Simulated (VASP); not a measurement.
Band structure of FeAl (CsCl type). Level of theory: optB86b-vdW, VASP's PBE PAW potentials (set 64) (plane waves; VASP).

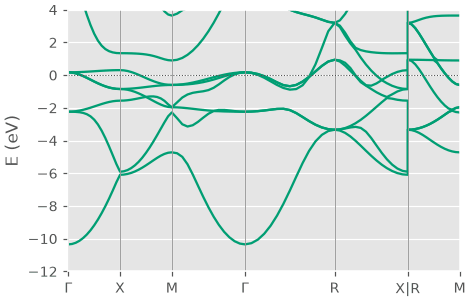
Figure: Bands along high-symmetry lines, zero at the valence-band maximum or, without a gap, the Fermi level

Problem. Read the plot: is there a gap, and where are the band edges?

Solution. It has no gap at this level: it comes out as a metal or semimetal. (Edges off the drawn lines would not show.)

The compound is FeAl in the CsCl type structure. It was relaxed first, which changed the volume by -6 %. The run is not spin-polarised, so no magnetic state was tried. The electron count is odd and the run is not spin-polarised, which forces a metal.
